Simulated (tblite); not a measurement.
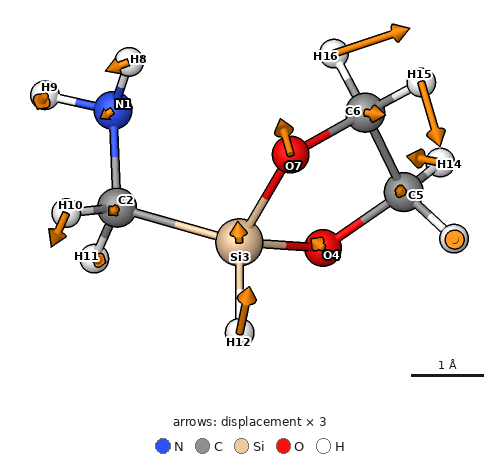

A relaxation of C$_{3}$H$_{9}$NO$_{2}$Si. The starting structure is drawn; orange arrows show the displacements, 3 times their true length. The two geometries are superimposed by the best rigid fit.

A ball-and-stick model, seen face on.

Method: GFN2-xTB geometry optimisation, gas phase (tblite). 

Which element moves most?

Answer. Hydrogen: up to 0.41 Å, against 0.22 Å for oxygen.

What happened in the run?

Answer. The atom that moves furthest after the best rigid fit is an H atom (0.41 Å). By element the largest moves are H 0.41 Å, O 0.22 Å, Si 0.11 Å, C 0.11 Å, N 0.08 Å. Some distances before and after: O–Si 1.701 → 1.643 Å, C–O 1.441 → 1.400 Å, O–Si 1.677 → 1.638 Å, C–Si 1.871 → 1.897 Å. Bond angles that change, for instance: Si–O–C 106.7° → 111.7°, N–C–H 109.1° → 113.5°, N–C–Si 113.3° → 110.3°. Groups turn about C–O by about 20°. Over 76 geometry steps the energy falls by 4.47 kcal/mol.
